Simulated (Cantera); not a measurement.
Feed: 1 mol Ti, 4.7 mol CH4, at 1000 Pa.

Equilibrium computed with Cantera from the NASA thermochemical tables; the gas is ideal and each condensed phase is pure. Candidate condensed phases: C, C6H6, C7H8, C8H18, Ti, TiC; 77 gas species. TiC: taken at fixed stoichiometry. Kinetics and transport are ignored.

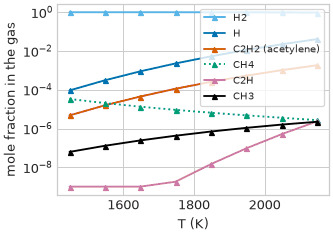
Figure. Equilibrium gas composition (values under 1e-9 drawn at 1e-9)

From 1448 K to 2148 K the condensed part is C(graphite) + TiC(s).
